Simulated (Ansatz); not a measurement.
# C2F3 (trifluorovinyl radical): UPBE0/aug-cc-pVDZ

What is the electronic atomisation energy of C2F3 (trifluorovinyl radical) at UPBE0/aug-cc-pVDZ? 

The calculation is run with Ansatz 0.2.0.

45 further runs of the same task are left out: 3 that didn't finish, 42 set aside as unsound or not needed.

**1. The system as given**

The species is C2F3 (5 atoms), meant as a doublet with charge 0. SMILES: `F[C]=C(F)F`. The coordinates come from a PBE0-D4/def2-TZVP relaxation.

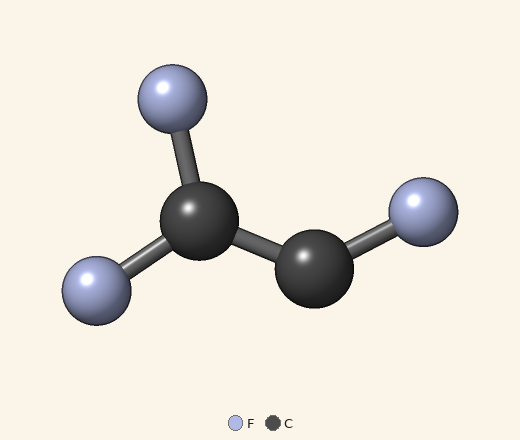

The structure, seen from a chosen angle (fluorine light blue, carbon dark grey).

**2. The energy at UPBE0/aug-cc-pVDZ**

Contents of input.yaml:

```yaml
basis:
  gaussian:
    orbitals: aug-cc-pVDZ
crystal:
  periodic: [false, false, false]
  atoms:
    - {symbol: F, position_ang: [0.577720, -1.033470, 1.511080]}
    - {symbol: C, position_ang: [0.506940, 0.038840, 0.785720]}
    - {symbol: C, position_ang: [-0.126500, 0.247860, -0.343200]}
    - {symbol: F, position_ang: [-0.848620, -0.650470, -0.980670]}
    - {symbol: F, position_ang: [-0.109540, 1.397240, -0.972920]}
accuracy: high
output:
  orbitals: {seedname: orbitals}
hamiltonian:
  xc: {name: PBE0}
magnetization:
  spin_polarized: true
  initial_magnetization: 1
```

Started as:

```bash
ansatz run input.yaml --threads 1 --pin off --max-ram 3480MiB --events-out events.jsonl --progress --plain --runs-dir runs
```

What it wrote:

```text
Warning: RAYON_NUM_THREADS=1 ignored (pool sized by the plan → 1); use --threads N
Functional definition: PBE0
  name "PBE0"
  parameter a = 0.25
  parameter kappa = 0.804
  parameter beta = 0.06672455060314922
  exchange = (1 - a)*pbe_x(kappa = kappa, mu = beta*pi^2/3) + a*exact_x
  correlation = pbe_c(beta = beta)
2299 factors; integrals over basis functions are off by at most 2.3e-9 eV
mean field evaluation 1: about -10210.0896 eV, gradient 1.9e1 eV
mean field evaluation 2: about -10210.7989 eV, gradient 1.5e1 eV
mean field evaluation 4: about -10211.5595 eV, gradient 9.4e-1 eV
mean field evaluation 8: about -10211.7460 eV, gradient 2.5e-1 eV
mean field evaluation 16: about -10211.7468 eV, gradient 1.4e-3 eV
mean field evaluation 32: about -10210.7506 eV, gradient 7.2e0 eV
mean field -10211.74681551 eV, -375.2747736993 hartree, gradient 5.2e-8 eV, S^2 0.764757; 2 other end points of the search recorded, 0 dependent functions left out
reference -10211.74681932 eV, -375.2747738395 hartree; 20, 19 occupied and 95, 96 virtual orbitals, 2299 factors
Total energy: -10211.74681932 eV, -375.2747738395 hartree
```

Wall time 31 s (1 thread of Arm Neoverse N1, shared host); peak memory 0.51 GiB.

**3. The C atom at the same level**

Contents of in.yaml:

```yaml
crystal:
  periodic: [false, false, false]
  atoms:
    - symbol: C
      position_ang: [0.000000, 0.000000, 0.000000]
basis:
  gaussian: {orbitals: aug-cc-pVDZ}
magnetization: {spin_polarized: true, initial_magnetization: 2}
hamiltonian: {xc: pbe0}
accuracy: high
```

Run the same way, it converges to -37.80077 Eh (log not shown).

**4. The F atom, same level**

Contents of input.yaml:

```yaml
crystal:
  periodic: [false, false, false]
  atoms:
    - {symbol: F, position_ang: [0.000000, 0.000000, 0.000000]}
basis:
  gaussian:
    orbitals: aug-cc-pVDZ
magnetization:
  spin_polarized: true
  initial_magnetization: 1
hamiltonian:
  xc: {name: PBE0}
accuracy: high
```

Run the same way, it converges to -99.64640 Eh (log not shown).

**5. What came out**

Level: UPBE0/aug-cc-pVDZ.

```
                                    quantity          value
                      molecule: total energy  -375.27477 Eh
molecule: HOMO energy (highest over α and β)       -7.65 eV
 molecule: LUMO energy (lowest over α and β)       -3.47 eV
                              molecule: ⟨S²⟩          0.765
                        C atom: total energy   -37.80077 Eh
                                C atom: ⟨S²⟩          2.004
                        F atom: total energy   -99.64640 Eh
                                F atom: ⟨S²⟩          0.752
               electronic atomisation energy      19.974 eV
```

**Reading.** Taking the molecule apart into free atoms costs 19.97 eV (1927 kJ/mol), before zero-point energy and without spin-orbit coupling.
